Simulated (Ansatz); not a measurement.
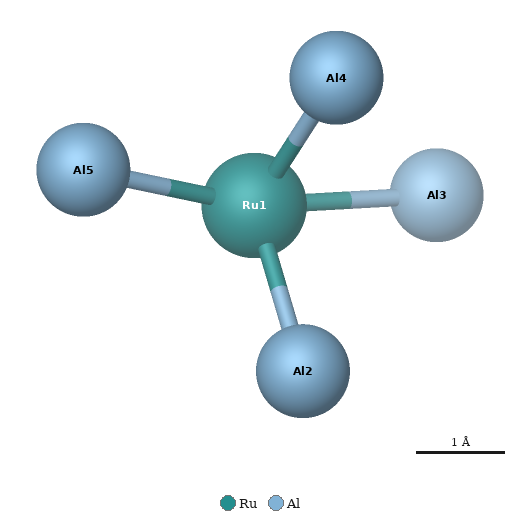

The input geometry (ball-and-stick view, seen at a tilt; atoms are numbered from 1 in the order of the input). Sticks mark near contacts. Bond lengths as drawn: Al–Ru 2.26 to 2.34 Å.

## Run report: Al₄Ru, single-point calculation

System: Al₄Ru, multiplicity 3.
Method: UKS r2SCAN-D4/def2-TZVP (Ansatz 0.2.0).

The geometry comes from this level: PBE0-D4/def2-SVP.

The input:
```yaml
crystal:
  periodic: [false, false, false]
  atoms:
    - {symbol: Ru, position_ang: [-0.184141, 0.574849, -0.244579]}
    - {symbol: Al, position_ang: [1.952942, -0.266804, -0.453537]}
    - {symbol: Al, position_ang: [0.211238, 1.477568, 1.875980]}
    - {symbol: Al, position_ang: [-0.984870, -1.186328, 0.919195]}
    - {symbol: Al, position_ang: [-0.995168, -0.599285, -2.097049]}
basis:
  gaussian: {orbitals: def2-TZVP, initial_orbitals: start.molden}
magnetization: {spin_polarized: true, initial_magnetization: 2}
hamiltonian: {xc: r2scan, dispersion: d4}
scf: {omitted_lower_state_checks: [starts]}
output: {orbitals: {seedname: orbitals}}
```

Launched with:
```bash
ansatz run in.yaml --threads 4 --pin off --events-out ev --progress --plain --max-ram 4787MiB
```

Log:
```
Functional definition: r2SCAN
  name "r2SCAN"
  cite "Furness, Kaplan, Ning, Perdew & Sun, J. Phys. Chem. Lett. 11, 8208 (2020) doi:10.1021/acs.jpclett.0c02405"
  cite "Furness, Kaplan, Ning, Perdew & Sun, J. Phys. Chem. Lett. 11, 9248 (2020) doi:10.1021/acs.jpclett.0c03077"
  parent r2scan
  parameter k0 = 0.174
  parameter k1 = 0.065
  parameter a1 = 4.9479
  exchange = r2scan_x(k0 = k0, k1 = k1, a1 = a1)
  correlation = r2scan_c
these checks for a lower state are left out or cut short: starts
1390 factors; their error is unknown
mean field evaluation 1: about -28969.3210 eV, gradient 5.6e0 eV
mean field evaluation 2: about -28969.3992 eV, gradient 1.7e-1 eV
mean field evaluation 4: about -28969.3858 eV, gradient 1.4e-2 eV
mean field evaluation 8: about -28969.3859 eV, gradient 2.2e-5 eV
mean field evaluation 16: about -28969.3859 eV, gradient 6.5e-6 eV
mean field -28969.38585672 eV, -1064.6052940793 hartree, gradient 6.2e-6 eV, S^2 2.054808; 0 other end points of the search recorded, 0 dependent functions left out
reference -28969.38587601 eV, -1064.6052947883 hartree; 35, 33 occupied and 153, 155 virtual orbitals, 1390 factors
Total energy: -28969.46123394 eV, -1064.6080641413 hartree
Checks for a lower state left out: starts
```

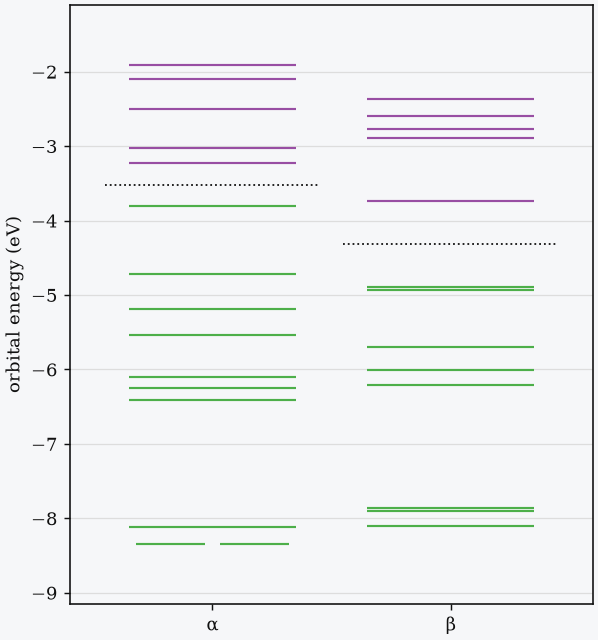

Orbital energies near the frontier for α and β spins; the dotted line parts filled from empty levels, and levels within 0.02 eV of each other stand side by side. α: highest filled −3.81 eV, lowest empty −3.22 eV, 0.59 eV apart; β: highest filled −4.89 eV, lowest empty −3.74 eV, 1.15 eV apart.

Key numbers:

- outcome: converged
- total energy: −28969.4612 eV
- mean-field energy: −28969.3859 eV
- dispersion energy: −0.0754 eV
- ⟨S²⟩: 2.055
- SCF solution under orbital rotations: stable
- HOMO (either spin): −3.81 eV
- LUMO (either spin): −3.74 eV
- hardware: 4 threads of Arm Neoverse V1, 23 GiB of memory available, shared host
- wall time: 16 s (CPU time 59 s)
- peak memory: 0.43 GiB
